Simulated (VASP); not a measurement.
Band structure of Dy (relaxed from the simple-cubic structure, space group Pm-3m). All values below come from r2SCAN meta-GGA, VASP's PBE PAW potentials (set 64) (plane waves; VASP).

The 4f electrons are frozen in the core of the lanthanide potential, so 4f levels, which can set the real gap, and their magnetism are missing.

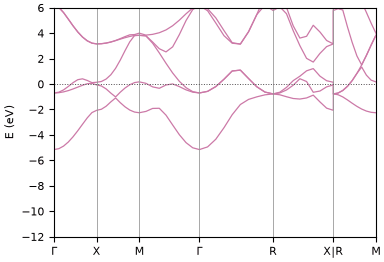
Figure: Bands along high-symmetry lines, zero at the valence-band maximum or, without a gap, the Fermi level

Question: Read the plot: is there a gap, and where are the band edges?

Answer: It has no gap at this level: it comes out as a metal or semimetal.

The structure was generated: Dy was put into the simple-cubic type (Pm-3m), which need not be its known phase. It was relaxed first.
